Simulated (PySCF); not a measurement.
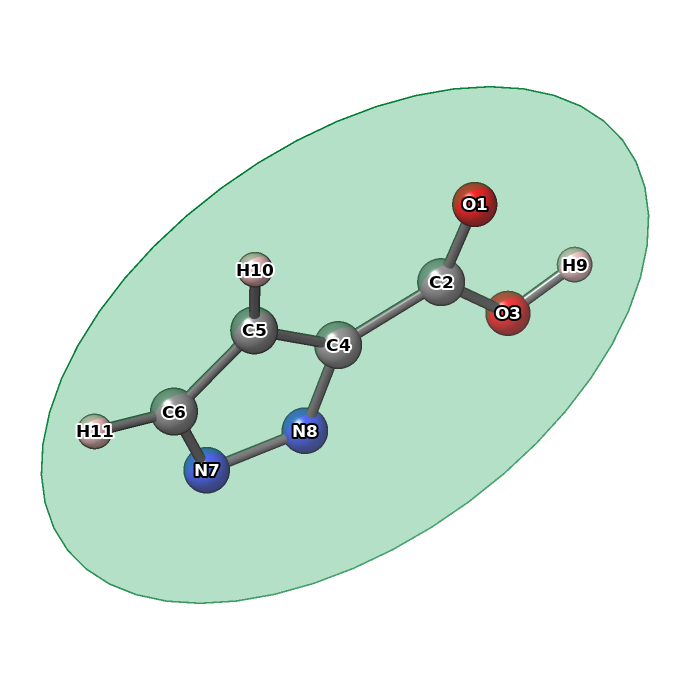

A disc through the centre of mass is drawn in. Distant atoms are faded towards the background colour. Charge −1, singlet. The geometry was computed by an optimisation with GFN2-xTB. No frequency run is at hand to confirm it as a minimum.

**Is the plane of the disc a mirror plane of the structure?**

Yes. The reflection leaves O1, C2, O3, C4, C5, C6, N7, N8, H9, H10, H11 in place. The point group is Cs.
